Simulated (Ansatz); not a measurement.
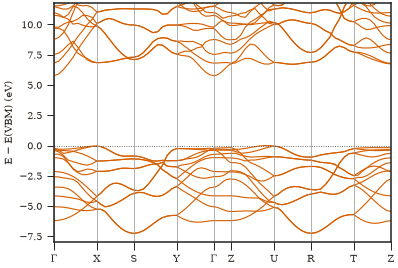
Fig. 1. Band structure from the program Ansatz at the LDA level (PAW)

Question: Read off the gap and where the band edges lie.

Answer: About 5.8 eV (5.77 eV by a search for the band edges); maximum on the Z–U line, 82 % of the way from Z, minimum at Γ.

The material is AlClO in space group Pmmn (No. 59; Al on 2b, Cl on 2a, O on 2a).

The first step of the workflow began from a Materials Project structure, measured or hypothetical; the Crystallography Open Database files this formula in space group No. 59, but the cells were not matched. Its standing as an ambient phase is unchecked. Symmetry was held in the LDA relaxation; its stability against distortions is not shown here. A crystal of weakly bound layers computed without a dispersion correction: the cell and the soft elastic constants depend strongly on that.

Potentials: the later of the program's two PAW sets.
